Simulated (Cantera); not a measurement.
A closed system holds: 1 mol BN, a varied amount of H2, equilibrated at 2175 °C and 0.100 bar.

Cantera equilibrium calculation (NASA polynomials, part measured and part estimated; ideal gas, pure solids and liquids). Candidate condensed phases: B, BN; 15 gas species. Mutual solubility and eutectic melting of coexisting phases are not modelled. The tables' values for BH2 are old estimates; treat these amounts as uncertain. Gases not in the tables: B2H6 and higher boranes. Equilibrium is a limit: real reactors are often held back by kinetics, nucleation or transport.

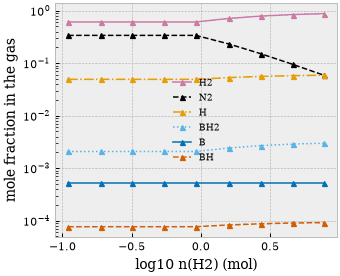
Figure. Equilibrium gas composition (values under 1e-9 drawn at 1e-9)

### Question
Read off the mole fractions at 0.11 mol H2.

### Answer
H2 about 0.61, N2 about 0.34, H about 0.049, BH2 about 0.0021, B about 0.00052, BH about 7.7e-5.
